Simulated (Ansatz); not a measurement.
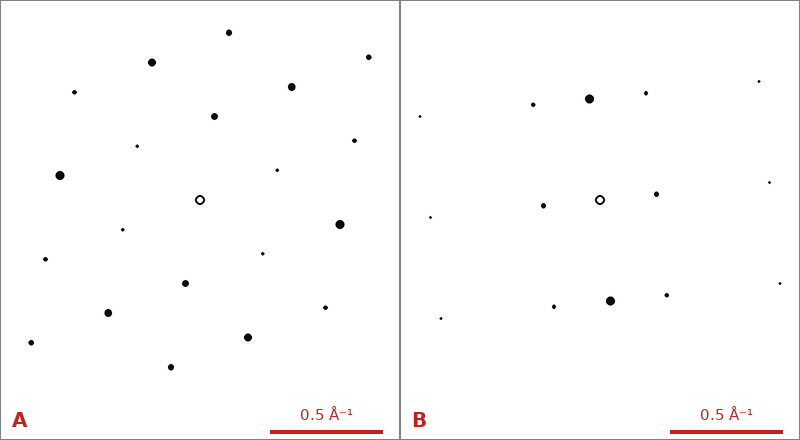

Kinematic electron diffraction patterns (300 kV, B = 0.5 Å², same scale, each along a low-index zone) of two structures of composition Mg2O, each relaxed at zero pressure with Ansatz, DFT PBE, scalar-relativistic, plane waves, PAW.

The structures (standard cells):
1. I4_1/amd (No. 141), a = 4.374 Å, c = 8.764 Å, 12 atoms; generated start, possibly hypothetical
2. P4_2/mnm (No. 136), a = 5.242 Å, c = 3.130 Å, 6 atoms; generated start, possibly hypothetical

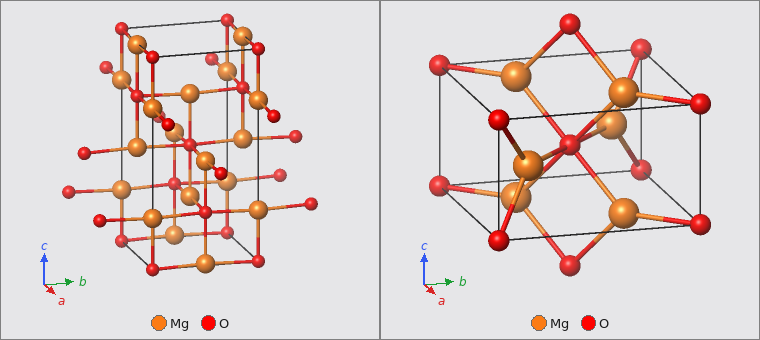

Drawings of the structures 1 to 2, from left to right (each may span several cells).

Which pattern belongs to which structure, and along which zone?

A is structure 2 along [100] or an equivalent direction: centred rectangular net of 0 1 1 (weak) at d = 2.69 Å and 0 -1 1 (weak) at d = 2.69 Å, 61.7° apart (some points of this net are extinct or too weak to see). B is structure 1 along [101] or an equivalent direction: rectangular net of 1 0 -1 at d = 3.91 Å and 0 2 0 at d = 2.19 Å, 90.0° apart (some points of this net are extinct or too weak to see).

Rank the structures by their computed energy.

Structure 1 (I4_1/amd, 13.97 Å³ an atom) is the lowest of these; structure 2 (P4_2/mnm, 14.34 Å³ an atom) lies about 140 meV an atom higher. These are static energies at 0 K; other structures, not shown, may lie lower still.
